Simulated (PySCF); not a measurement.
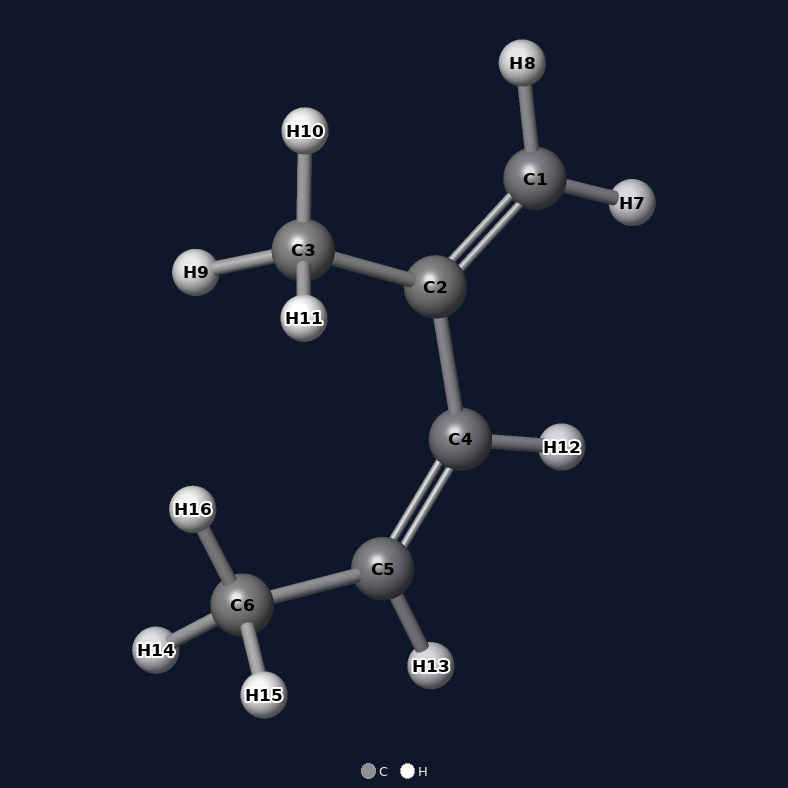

Computed geometry: PBE0-D3(BJ)/def2-SVP optimisation. No frequency run is at hand to confirm it as a minimum. Method: TDDFT ωB97X-D/def2-SVPD, vertical, gas phase, core orbitals frozen in the response (PySCF 2.14.0), and the same with a continuum solvent (IEF-PCM, Bondi radii x 1.2, gas-phase geometry).

How do dipole (D), HOMO–LUMO gap (eV), lowest singlet (eV) change in cyclohexane (ε = 2.0), chloroform (ε = 4.7)?

```
     medium  dipole (D)  HOMO–LUMO gap (eV)  lowest singlet (eV)
  gas phase        0.72                9.25                 5.71
cyclohexane        0.85                9.26                 5.48
 chloroform        0.96                9.26                 5.47
```
